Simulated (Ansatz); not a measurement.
## Run report: CH$_{4}$O$_{2}$Si, phonon calculation

- system: CH$_{4}$O$_{2}$Si
- method: RKS PBE/def2-SVP (Ansatz 0.2.0)

It belongs to a series of runs on one base structure; here: vibrations at the highest image of the band. Figures and captions count atoms from 1; the log counts them from 0 in places.

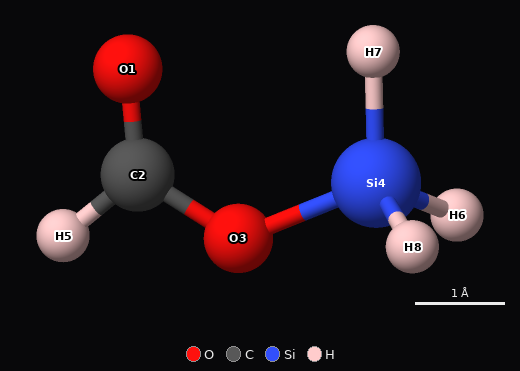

**Figure 1.** The input geometry (ball-and-stick view, seen at a tilt; atoms are numbered from 1 in the order of the input). Bond lengths as drawn: C–H 1.12 Å, C–O 1.21 to 1.35 Å, H–Si 1.50 Å and O–Si 1.73 Å.

Key numbers:

- outcome: converged
- total energy: −13058.3397 eV
- mean-field energy: −13058.3397 eV
- largest force (length of the vector): 0.029 eV/Å
- hardware: 1 thread of Arm Neoverse V1, 24 GiB of memory available, shared host
- wall time: 61 s
- peak memory: 0.1 GiB

The input:
```yaml
crystal:
  periodic: [false, false, false]
  atoms:
    - { symbol: O, position_ang: [1.758978, -0.86105, 0.638023] }
    - { symbol: C, position_ang: [1.546613, 0.230446, 0.165942] }
    - { symbol: O, position_ang: [0.347592, 0.70609, -0.238764] }
    - { symbol: Si, position_ang: [-1.158318, -0.141208, -0.158327] }
    - { symbol: H, position_ang: [2.329788, 1.014475, -0.005065] }
    - { symbol: H, position_ang: [-1.674597, -0.195029, -1.563846] }
    - { symbol: H, position_ang: [-0.998727, -1.513556, 0.415263] }
    - { symbol: H, position_ang: [-2.059128, 0.702732, 0.691073] }
basis:
  gaussian: { orbitals: def2-SVP }
hamiltonian:
  xc: pbe
phonons: {}
```

Run as:
```bash
ansatz run input.yaml --threads 1 --pin off --max-ram 2048MiB --backend cpu --events-out ev --progress --plain --runs-dir out
```

Output:
```
Engine: ansatz 0.2.0, aarch64-unknown-linux-gnu
Functional definition: PBE
  parameter kappa = 0.804
  parameter beta = 0.06672455060314922
  exchange = pbe_x(kappa = kappa, mu = beta*pi^2/3)
  correlation = pbe_c(beta = beta)
872 factors; their error is unknown
mean field evaluation 1: about -13053.2465 eV, gradient 5.3e1 eV
mean field evaluation 2: about -13034.5637 eV, gradient 1.1e2 eV
mean field evaluation 4: about -13058.0563 eV, gradient 1.4e1 eV
mean field evaluation 8: about -13058.3919 eV, gradient 1.5e-1 eV
mean field evaluation 16: about -13058.3397 eV, gradient 2.9e-5 eV
mean field -13058.33967632 eV, -479.8851318441 hartree, gradient 2.9e-5 eV, S^2 0.000000; 0 other end points of the search recorded, 0 dependent functions left out
the calculation of the forces begins
reference -13058.33970643 eV, -479.8851329506 hartree; 20, 20 occupied and 60, 60 virtual orbitals, 872 factors
these checks for a lower state are left out or cut short: stability, starts, cluster_reference, orbital_swaps, neighbouring_geometries, increment
872 factors; their error is unknown
mean field -13058.33962686 eV, -479.8851300266 hartree, gradient 8.5e-7 eV, S^2 0.000000; 0 other end points of the search recorded, 0 dependent functions left out
[... from here on the field's lines of each further geometry are left out, up to the last ...]
the calculation of the forces begins
reference -13058.33968700 eV, -479.8851322366 hartree; 20, 20 occupied and 60, 60 virtual orbitals, 872 factors
these checks for a lower state are left out or cut short: stability, starts, cluster_reference, orbital_swaps, neighbouring_geometries, increment
872 factors; their error is unknown
mean field -13058.33965287 eV, -479.8851309824 hartree, gradient 1.8e-6 eV, S^2 0.000000; 0 other end points of the search recorded, 0 dependent functions left out
the calculation of the forces begins
reference -13058.33968298 eV, -479.8851320888 hartree; 20, 20 occupied and 60, 60 virtual orbitals, 872 factors
WARN: phonons: modes at or below zero, which the zero-point energy, F, S and C_V leave out: 1, the lowest at -124.48 cm⁻¹. A minimum has none, and a first-order saddle one
Total energy: -13058.33970643 eV, -479.8851329506 hartree
Atom 0 at     1.758978    -0.861050     0.638023 Å, force    -0.005687     0.008201    -0.001518 eV/Å
Atom 1 at     1.546613     0.230446     0.165942 Å, force     0.013620    -0.023654     0.009097 eV/Å
Atom 2 at     0.347592     0.706090    -0.238764 Å, force    -0.013321     0.021176    -0.005852 eV/Å
Atom 3 at    -1.158318    -0.141208    -0.158327 Å, force     0.005368    -0.004673     0.001043 eV/Å
Atom 4 at     2.329788     1.014475    -0.005065 Å, force     0.001071     0.000432    -0.002780 eV/Å
Atom 5 at    -1.674597    -0.195029    -1.563846 Å, force    -0.000617    -0.000714    -0.000532 eV/Å
Atom 6 at    -0.998727    -1.513556     0.415263 Å, force     0.001598     0.000787    -0.000257 eV/Å
Atom 7 at    -2.059128     0.702732     0.691073 Å, force    -0.002032    -0.001555     0.000799 eV/Å
Dipole moment:    -0.255011     0.198551    -0.122359 e Å
Vibrations: -124.48 173.60 223.90 584.09 678.44 688.88 775.93 896.37 909.15 916.65 996.81 1183.10 1346.77 1790.14 2196.33 2205.85 2222.82 2940.16 cm⁻¹, zero-point energy 1.285034 eV
```

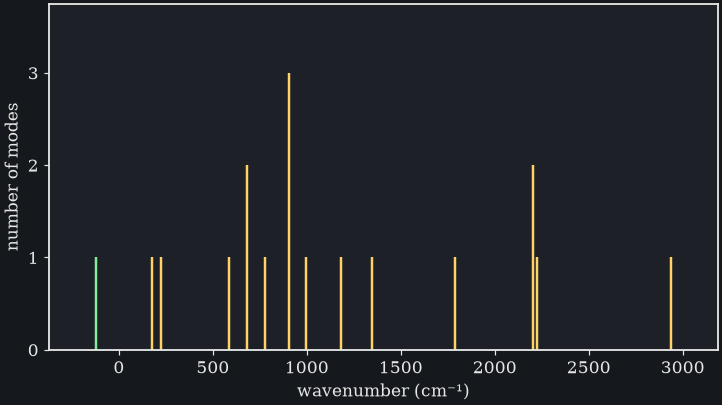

**Figure 2.** Harmonic vibrational wavenumbers from the force constants; neighbouring modes closer than 14 cm⁻¹ are counted in one stick, and imaginary ones are drawn at negative wavenumbers. 18 modes from 124i to 2940 cm⁻¹, 1 imaginary beyond 8i (124i cm⁻¹): a first-order saddle point, if the geometry is stationary.
